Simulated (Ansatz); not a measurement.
# Geometry relaxation of C2H11NSSi2 (part 2 of 3)

The same run, continued: C2H11NSSi2; UKS r2SCAN-D4/STO-3G (Ansatz 0.2.0). It belongs to a series of runs on one base structure; here: end point B relaxed.

Geometry of the input (Å):
```
C  -0.4427  -2.1209  0.7644
Si 0.8812  -1.6743  -0.4027
N  1.2794  -0.0268  -0.3564
C  0.7763  1.1149  -1.0583
Si -0.8502  1.8032  -0.2907
S  -0.5008  2.1227  1.8285
H  -0.6672  -3.1494  0.7616
H  -1.3811  -1.5543  0.4632
H  -0.2475  -1.7652  1.8215
H  0.5099  -1.9709  -1.7766
H  2.0875  -2.4307  -0.0111
H  1.5796  0.2521  0.6261
H  1.3997  1.9332  -1.1059
H  1.6080  0.0042  -1.3426
H  -1.2250  3.0996  -0.8721
H  -1.9880  0.9039  -0.3849
H  -1.7066  2.6158  2.1149
```

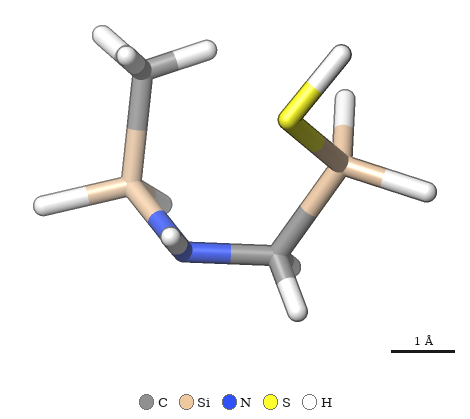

Fig. 1: The geometry at step 13 of the log (stick view, seen at a tilt).

## Trajectory as extended XYZ, continued
```
17
Properties=species:S:1:pos:R:3:forces:R:3 step=2 energy=-29978.99259
C    -0.5019   -2.0982    0.7875   -0.5032   0.4334   0.4570
Si    0.8590   -1.6967   -0.3871   -0.2963  -1.3986  -0.3220
N     1.3395   -0.0147   -0.3184    1.5293  -0.1679   2.8769
C     0.6992    1.1319   -1.0589   -1.9973   0.4553  -1.3698
Si   -0.8675    1.8079   -0.2876    0.4850  -0.2414  -0.1331
S    -0.4735    2.0978    1.8236   -0.0705  -0.0474  -0.2548
H    -0.7072   -3.1670    0.7952   -0.0702  -0.2814   0.0395
H    -1.4244   -1.5741    0.4947    0.1413  -0.1468   0.1303
H    -0.2485   -1.7867    1.8136   -0.0928  -0.1127  -0.2286
H     0.5063   -1.9559   -1.7678   -0.0250   0.0251   0.0741
H     2.0804   -2.4083   -0.0445   -0.1648   0.0153   0.0136
H     1.7574    0.1829    0.6645    0.2964  -0.0618  -0.2818
H     1.4189    1.9435   -1.1021    0.7292   0.1915   0.3568
H     1.6581    0.1203   -1.3900    0.1579   1.3699  -1.4679
H    -1.2575    3.0716   -0.8935    0.0116  -0.0766  -0.0010
H    -2.0115    0.9166   -0.4023   -0.0206   0.0134   0.0050
H    -1.7143    2.5862    2.0520   -0.1100   0.0306   0.1059
17
Properties=species:S:1:pos:R:3:forces:R:3 step=4 energy=-29979.75186
C    -0.5632   -2.0407    0.8357    0.2674  -0.4724  -0.2513
Si    0.8404   -1.7079   -0.3669    0.5710   1.0912   0.2629
N     1.5505   -0.0175   -0.3393   -0.2724  -1.3377   1.0540
C     0.7029    1.1823   -1.0550    3.7336  -0.8047  -0.0538
Si   -0.8863    1.7246   -0.2927   -0.3904  -0.0483   0.0763
S    -0.5009    2.0193    1.8032   -0.7743   0.1892  -0.1653
H    -0.7854   -3.1213    0.8384    0.0248   0.2693  -0.0110
H    -1.4750   -1.5138    0.5640   -0.2260   0.1727  -0.0473
H    -0.2889   -1.7628    1.8522    0.0235   0.1212   0.2450
H     0.4312   -1.9371   -1.7337   -0.0602   0.0144  -0.0028
H     1.9791   -2.5369   -0.0306   -0.0868  -0.1324   0.0082
H     2.1272    0.1826    0.5478   -0.5928   0.1167  -0.4236
H     1.4347    2.0300   -0.8762   -0.8195  -0.4581  -0.1553
H     1.6160    0.3641   -1.5629   -1.9759   1.4498  -0.7293
H    -1.2806    2.9732   -0.9185   -0.0136   0.0433   0.0196
H    -2.0125    0.8192   -0.4650    0.0969  -0.0523   0.0115
H    -1.7768    2.4999    1.9785    0.4947  -0.1618   0.1622
17
Properties=species:S:1:pos:R:3:forces:R:3 step=5 energy=-29980.54070
C    -0.5748   -2.0148    0.8555    0.0986  -0.2382  -0.1837
Si    0.8450   -1.7008   -0.3459    0.8498   1.3197   0.3164
N     1.6309   -0.0414   -0.3437   -0.7864  -1.1086   1.1111
C     0.7775    1.2046   -1.0241    4.1278  -1.8998   0.5595
Si   -0.8789    1.6782   -0.3048   -0.2740  -0.0248  -0.2003
S    -0.5216    1.9769    1.7889   -0.7603   0.1811  -0.1478
H    -0.8173   -3.0896    0.8487    0.0388   0.2063   0.0056
H    -1.4869   -1.4709    0.5944    0.0081   0.0631  -0.0387
H    -0.3014   -1.7473    1.8783    0.0211   0.0561   0.1368
H     0.3951   -1.9149   -1.7056   -0.0286   0.0358   0.0447
H     1.9354   -2.6111   -0.0241   -0.2041   0.0738  -0.0421
H     2.2267    0.1865    0.5048   -0.6432   0.0314   0.0520
H     1.4522    2.0857   -0.7946   -0.5658  -0.7512  -0.3313
H     1.5074    0.4823   -1.6726   -2.6484   2.3386  -1.3695
H    -1.2853    2.9279   -0.9270    0.0018  -0.0189   0.0271
H    -1.9870    0.7542   -0.5040    0.1946  -0.0697  -0.0500
H    -1.8045    2.4518    1.9546    0.5700  -0.1945   0.1102
17
Properties=species:S:1:pos:R:3:forces:R:3 step=7 energy=-29982.42850
C    -0.5819   -1.9863    0.8774   -0.0224   0.0699  -0.0449
Si    0.8561   -1.6798   -0.3145    0.9640   0.8600   0.2775
N     1.7242   -0.0785   -0.3268   -1.5518   0.1293  -0.0790
C     0.8823    1.1765   -0.9519    3.5484  -2.8032   0.4787
Si   -0.8548    1.6216   -0.3190    0.0069  -0.0096  -0.2736
S    -0.5418    1.9294    1.7722   -0.6203   0.1347  -0.0862
H    -0.8442   -3.0536    0.8597    0.0650   0.0951  -0.0029
H    -1.4906   -1.4263    0.6235    0.1356  -0.0085  -0.0539
H    -0.3183   -1.7291    1.9081    0.0322  -0.0090   0.0567
H     0.3644   -1.8825   -1.6668    0.0535   0.1230   0.1197
H     1.8870   -2.6762   -0.0107   -0.2925   0.3024  -0.0756
H     2.2853    0.1834    0.5196   -0.6344  -0.0104   0.5194
H     1.4894    2.0934   -0.7198   -0.1238  -0.7105  -0.3605
H     1.2982    0.7133   -1.9045   -2.4198   2.1913  -0.4661
H    -1.2747    2.8723   -0.9386    0.0986  -0.1068  -0.0139
H    -1.9434    0.6812   -0.5550    0.2827  -0.0821  -0.0832
H    -1.8248    2.3985    1.9259    0.4781  -0.1656   0.0878
17
Properties=species:S:1:pos:R:3:forces:R:3 step=8 energy=-29983.33328
C    -0.5735   -1.9771    0.8806   -0.0024  -0.0143   0.0468
Si    0.8660   -1.6612   -0.3013    0.4837  -0.0217  -0.0592
N     1.7195   -0.0933   -0.3183   -0.7908   0.6498   0.1020
C     0.9471    1.1188   -0.9193    1.2359  -1.4156   0.2737
Si   -0.8253    1.6021   -0.3321    0.1770   0.0134   0.0513
S    -0.5494    1.9191    1.7635   -0.2681   0.0138  -0.0732
H    -0.8413   -3.0450    0.8587    0.1325   0.1714  -0.0245
H    -1.4769   -1.4171    0.6267   -0.0166   0.0822  -0.1058
H    -0.3201   -1.7233    1.9132    0.0618  -0.0128   0.1212
H     0.3660   -1.8654   -1.6518    0.0802   0.1412   0.1434
H     1.8796   -2.6716   -0.0079   -0.1820   0.2800  -0.0224
H     2.2342    0.1819    0.5545   -0.5303  -0.1013   0.1906
H     1.5174    2.0520   -0.7308    0.3060  -0.4066   0.0116
H     1.1580    0.8341   -1.9657   -1.3214   0.9533  -0.5197
H    -1.2568    2.8546   -0.9454    0.2050  -0.1674  -0.0785
H    -1.9125    0.6618   -0.5705    0.2730  -0.1024  -0.1123
H    -1.8195    2.3866    1.9247    0.1564  -0.0629   0.0550
17
Properties=species:S:1:pos:R:3:forces:R:3 step=10 energy=-29983.77204
C    -0.5382   -1.9547    0.8576   -0.2945  -0.0341  -0.0916
Si    0.8850   -1.6610   -0.3298   -0.1630  -0.2641  -0.0657
N     1.6077   -0.0725   -0.2578    0.9739  -0.2647   1.1548
C     0.9495    1.0547   -0.9224    0.2275   1.2165  -0.6407
Si   -0.7559    1.6308   -0.2928   -0.2518   0.0476  -0.0526
S    -0.5524    1.9022    1.8048    0.3255  -0.0811   0.2058
H    -0.8028   -3.0189    0.8679   -0.0004   0.0217   0.0302
H    -1.4369   -1.3953    0.5660    0.1124  -0.0860   0.0538
H    -0.2875   -1.6648    1.8815    0.0561   0.0156   0.0787
H     0.4220   -1.8401   -1.6873    0.0113  -0.0311  -0.0341
H     1.9284   -2.6034   -0.0102    0.0988  -0.1369   0.0312
H     1.8936    0.2043    0.7230   -0.2412  -0.1011  -0.5491
H     1.6421    1.9395   -0.8911   -0.3783  -0.5109   0.0461
H     0.8886    0.7848   -1.9935   -0.2730   0.1073  -0.0096
H    -1.1650    2.8616   -0.9479    0.0200  -0.0118  -0.0250
H    -1.7610    0.6272   -0.6042    0.0023   0.0731  -0.0051
H    -1.8049    2.3628    2.0151   -0.2255   0.0400  -0.1273
17
Properties=species:S:1:pos:R:3:forces:R:3 step=11 energy=-29983.79835
C    -0.5181   -2.0028    0.8305    0.1640  -0.0390   0.0195
Si    0.9605   -1.6976   -0.2986   -0.4416   0.1135  -0.1512
N     1.6246   -0.0625   -0.1860   -0.0367   0.3573  -0.3829
C     0.9155    1.0431   -0.9364   -0.4497  -0.2363  -0.1061
Si   -0.7751    1.7215   -0.2899    0.5131  -0.4349   0.1183
S    -0.5356    1.8942    1.8177   -0.1761   0.1419   0.0544
H    -0.8310   -3.0526    0.7805   -0.0206   0.0397   0.0115
H    -1.3761   -1.3787    0.5588    0.0159  -0.0397  -0.0014
H    -0.2600   -1.7805    1.8728   -0.0632  -0.0282  -0.0054
H     0.5435   -1.8619   -1.6764    0.0843  -0.0635   0.0405
H     2.0019   -2.6448    0.0395    0.0403   0.0438   0.0415
H     1.7472    0.2345    0.8091   -0.0215   0.1637   0.1164
H     1.6086    1.8942   -1.0573    0.1147   0.0396   0.1650
H     0.7222    0.6787   -1.9639    0.1642  -0.0861   0.0993
H    -1.1161    2.9866   -0.9195    0.0364  -0.0306  -0.0013
H    -1.8232    0.7656   -0.6116   -0.0222   0.1180  -0.0270
H    -1.7763    2.4203    2.0095    0.0986  -0.0592   0.0090
17
Properties=species:S:1:pos:R:3:forces:R:3 step=13 energy=-29983.84421
C    -0.5621   -1.9315    0.7805   -0.0298   0.0032   0.0468
Si    0.9737   -1.6826   -0.2790   -0.0420  -0.0648   0.0924
N     1.6519   -0.0469   -0.2558    0.0823   0.0875   0.0462
C     0.8836    1.0172   -0.9851    0.0511   0.0457  -0.0838
Si   -0.7405    1.6842   -0.2357   -0.0550   0.0139  -0.0396
S    -0.4688    1.8579    1.8697    0.0076  -0.0149   0.0050
H    -0.8377   -2.9924    0.8060   -0.0096   0.0152  -0.0032
H    -1.4225   -1.3726    0.3953    0.0336  -0.0532   0.0209
H    -0.3930   -1.6094    1.8162   -0.0056  -0.0142  -0.0783
H     0.6615   -1.9790   -1.6597    0.0053  -0.0036  -0.0066
H     2.0075   -2.5725    0.2112   -0.0285   0.0341  -0.0080
H     1.7896    0.2984    0.7271    0.0162  -0.0793   0.0230
H     1.5648    1.8796   -1.1208   -0.0316  -0.0119  -0.0227
H     0.6743    0.6292   -1.9974   -0.0122   0.0541  -0.0113
H    -1.0535    2.9696   -0.8357    0.0103   0.0045  -0.0105
H    -1.8525    0.8029   -0.5425   -0.0108  -0.0043   0.0136
H    -1.7640    2.2050    2.0844    0.0183  -0.0120   0.0160
17
Properties=species:S:1:pos:R:3:forces:R:3 step=14 energy=-29983.84771
C    -0.5722   -1.9333    0.7808   -0.0046   0.0057   0.0110
Si    0.9688   -1.6769   -0.2701   -0.0207  -0.0303   0.0223
N     1.6552   -0.0412   -0.2582    0.0069   0.0546  -0.0551
C     0.8871    1.0251   -0.9924    0.0149  -0.0458   0.0162
Si   -0.7411    1.6862   -0.2451   -0.0484   0.0216   0.0306
S    -0.4516    1.8490    1.8599    0.0215  -0.0004   0.0170
H    -0.8340   -2.9973    0.8165    0.0071   0.0083  -0.0049
H    -1.4377   -1.3925    0.3843    0.0081  -0.0187   0.0046
H    -0.4137   -1.5974    1.8122   -0.0064  -0.0005  -0.0182
H     0.6652   -1.9813   -1.6515    0.0013  -0.0029   0.0042
H     2.0006   -2.5634    0.2280   -0.0132   0.0272   0.0028
H     1.7972    0.3031    0.7241   -0.0083  -0.0163   0.0384
H     1.5650    1.8891   -1.1254    0.0074   0.0052  -0.0069
H     0.6799    0.6409   -2.0061    0.0067   0.0079  -0.0184
H    -1.0527    2.9720   -0.8454   -0.0033   0.0013   0.0000
H    -1.8559    0.8040   -0.5409    0.0096   0.0022  -0.0106
H    -1.7476    2.1711    2.1082    0.0215  -0.0190  -0.0332
17
Properties=species:S:1:pos:R:3:forces:R:3 step=16 energy=-29983.85155
C    -0.5972   -1.9179    0.7678   -0.0467   0.0258   0.0115
Si    0.9666   -1.6659   -0.2508    0.0121  -0.0086  -0.0564
N     1.6564   -0.0279   -0.2698   -0.0064  -0.0005   0.0326
C     0.8841    1.0294   -1.0140   -0.0229   0.0220  -0.0366
Si   -0.7326    1.6978   -0.2470    0.0061  -0.0116   0.0562
S    -0.3898    1.8292    1.8538   -0.1439   0.0273   0.0032
H    -0.8199   -2.9891    0.8489    0.0086   0.0406   0.0084
H    -1.4718   -1.4320    0.3197    0.0647  -0.0291   0.0242
H    -0.4808   -1.5244    1.7853   -0.0165  -0.0187  -0.0470
H     0.6980   -2.0108   -1.6316    0.0092   0.0003   0.0429
H     1.9936   -2.5276    0.2980   -0.0187   0.0174  -0.0075
H     1.7857    0.3248    0.7139   -0.0164  -0.0033  -0.0338
H     1.5619    1.8923   -1.1622   -0.0069  -0.0256   0.0064
H     0.6673    0.6378   -2.0237    0.0213  -0.0150   0.0266
H    -1.0465    2.9910   -0.8307    0.0005  -0.0057   0.0037
H    -1.8576    0.8226   -0.5246    0.0175   0.0136  -0.0048
H    -1.7051    2.0278    2.1459    0.1382  -0.0286  -0.0297
17
Properties=species:S:1:pos:R:3:forces:R:3 step=17 energy=-29983.85306
C    -0.6058   -1.9023    0.7562   -0.0386   0.0226   0.0281
Si    0.9722   -1.6641   -0.2448    0.0041  -0.0059  -0.0335
N     1.6582   -0.0242   -0.2744   -0.0030   0.0058   0.0271
C     0.8794    1.0260   -1.0232   -0.0231   0.0040  -0.0331
Si   -0.7276    1.7008   -0.2405   -0.0096  -0.0144   0.0155
S    -0.3704    1.8241    1.8580   -0.1714   0.0203   0.0321
H    -0.8190   -2.9734    0.8619   -0.0040   0.0456   0.0088
H    -1.4774   -1.4364    0.2810    0.0724  -0.0377   0.0303
H    -0.5099   -1.4811    1.7656   -0.0115  -0.0296  -0.0808
H     0.7219   -2.0291   -1.6240    0.0109   0.0032   0.0462
H     1.9939   -2.5159    0.3304   -0.0299   0.0254  -0.0166
H     1.7779    0.3343    0.7085   -0.0024  -0.0091  -0.0157
H     1.5569    1.8863   -1.1861   -0.0067  -0.0144   0.0010
H     0.6532    0.6232   -2.0266    0.0118   0.0023   0.0343
H    -1.0416    2.9971   -0.8177    0.0069  -0.0068   0.0014
H    -1.8583    0.8313   -0.5120    0.0153   0.0145   0.0022
H    -1.6912    1.9605    2.1666    0.1786  -0.0258  -0.0473
17
Properties=species:S:1:pos:R:3:forces:R:3 step=19 energy=-29983.85609
C    -0.6227   -1.8766    0.7309   -0.0317   0.0133   0.0317
Si    0.9820   -1.6584   -0.2316   -0.0009  -0.0131   0.0056
N     1.6588   -0.0152   -0.2784    0.0060  -0.0031  -0.0204
C     0.8670    1.0188   -1.0378    0.0000  -0.0081   0.0128
Si   -0.7207    1.7076   -0.2289   -0.0123   0.0020  -0.0214
S    -0.3298    1.8178    1.8643   -0.2085  -0.0008   0.0645
H    -0.8186   -2.9434    0.8965   -0.0007   0.0509  -0.0048
H    -1.4853   -1.4593    0.1987    0.0460  -0.0323   0.0297
H    -0.5705   -1.3916    1.7146   -0.0042  -0.0307  -0.0720
H     0.7707   -2.0603   -1.6058    0.0034   0.0050   0.0143
H     1.9919   -2.4892    0.3906   -0.0135   0.0118  -0.0055
H     1.7675    0.3529    0.7019   -0.0039   0.0045   0.0149
H     1.5412    1.8748   -1.2313   -0.0022   0.0007  -0.0044
H     0.6227    0.5939   -2.0267   -0.0042   0.0034   0.0066
H    -1.0248    3.0092   -0.7985    0.0035   0.0003   0.0028
H    -1.8658    0.8541   -0.4842    0.0039   0.0030   0.0092
H    -1.6511    1.8221    2.2044    0.2191  -0.0068  -0.0636
17
Properties=species:S:1:pos:R:3:forces:R:3 step=20 energy=-29983.85720
C    -0.6318   -1.8646    0.7169   -0.0583   0.0135   0.0419
Si    0.9872   -1.6557   -0.2234   -0.0092  -0.0074   0.0093
N     1.6583   -0.0106   -0.2791    0.0094   0.0117  -0.0153
C     0.8599    1.0150   -1.0431    0.0035   0.0005  -0.0269
Si   -0.7176    1.7152   -0.2245    0.0156  -0.0244   0.0102
S    -0.3057    1.8163    1.8656   -0.2468  -0.0032   0.0569
H    -0.8180   -2.9280    0.9148    0.0019   0.0644  -0.0089
H    -1.4899   -1.4763    0.1550    0.0633  -0.0367   0.0438
H    -0.6038   -1.3459    1.6848   -0.0024  -0.0448  -0.0877
H     0.7966   -2.0744   -1.5954    0.0041   0.0012   0.0093
H     1.9905   -2.4748    0.4236   -0.0086   0.0063  -0.0038
H     1.7616    0.3629    0.7002   -0.0087   0.0022   0.0157
H     1.5326    1.8683   -1.2541   -0.0055  -0.0055  -0.0023
H     0.6048    0.5787   -2.0242    0.0008   0.0041   0.0008
H    -1.0179    3.0193   -0.7899    0.0031  -0.0017  -0.0014
H    -1.8706    0.8672   -0.4606    0.0038   0.0107  -0.0083
H    -1.6235    1.7445    2.2123    0.2340   0.0089  -0.0333
17
Properties=species:S:1:pos:R:3:forces:R:3 step=22 energy=-29983.85901
C    -0.6444   -1.8521    0.7029   -0.0513   0.0199   0.0293
Si    0.9900   -1.6499   -0.2119    0.0017  -0.0110  -0.0013
N     1.6559   -0.0028   -0.2783    0.0271   0.0000  -0.0069
C     0.8523    1.0125   -1.0508   -0.0076   0.0023  -0.0312
Si   -0.7147    1.7223   -0.2198    0.0280   0.0157  -0.0407
S    -0.2788    1.8368    1.8659   -0.2327  -0.0438   0.0446
H    -0.8211   -2.9100    0.9331    0.0044   0.0417  -0.0080
H    -1.4959   -1.4953    0.1120    0.0455  -0.0218   0.0315
H    -0.6429   -1.3014    1.6527    0.0017  -0.0381  -0.0581
H     0.8241   -2.0887   -1.5809    0.0004   0.0010   0.0091
H     1.9853   -2.4564    0.4623   -0.0076   0.0063  -0.0007
H     1.7484    0.3781    0.6999   -0.0158   0.0030   0.0142
H     1.5232    1.8632   -1.2789   -0.0072  -0.0095   0.0003
H     0.5871    0.5645   -2.0240    0.0029   0.0047   0.0093
H    -1.0068    3.0259   -0.7903    0.0019   0.0005   0.0077
H    -1.8747    0.8830   -0.4506    0.0058  -0.0003   0.0335
H    -1.5745    1.6275    2.2355    0.2028   0.0293  -0.0327
17
Properties=species:S:1:pos:R:3:forces:R:3 step=23 energy=-29983.86117
C    -0.6546   -1.8314    0.7012   -0.0138   0.0268   0.0267
Si    0.9898   -1.6410   -0.1994    0.0210   0.0602  -0.0131
N     1.6597    0.0096   -0.2744   -0.0287  -0.0938  -0.0577
C     0.8496    1.0100   -1.0641   -0.0079   0.0246   0.0220
Si   -0.7096    1.7337   -0.2270    0.0258  -0.0225   0.0127
S    -0.2728    1.8249    1.8607    0.1209   0.0439  -0.0210
H    -0.8228   -2.8819    0.9670   -0.0037   0.0324  -0.0143
H    -1.5012   -1.5032    0.0884    0.0200  -0.0215   0.0092
H    -0.6712   -1.2474    1.6299    0.0098  -0.0339  -0.0259
H     0.8354   -2.0918   -1.5654    0.0025  -0.0041   0.0015
H     1.9784   -2.4425    0.4893   -0.0036  -0.0010   0.0107
H     1.7271    0.3955    0.7050   -0.0356   0.0397   0.0173
H     1.5183    1.8569   -1.3104    0.0008   0.0009  -0.0029
H     0.5774    0.5469   -2.0281    0.0087  -0.0118   0.0149
H    -0.9901    3.0463   -0.7811    0.0072  -0.0005  -0.0067
H    -1.8779    0.9051   -0.4472   -0.0087  -0.0006  -0.0028
H    -1.5230    1.4674    2.2343   -0.1147  -0.0387   0.0294
```
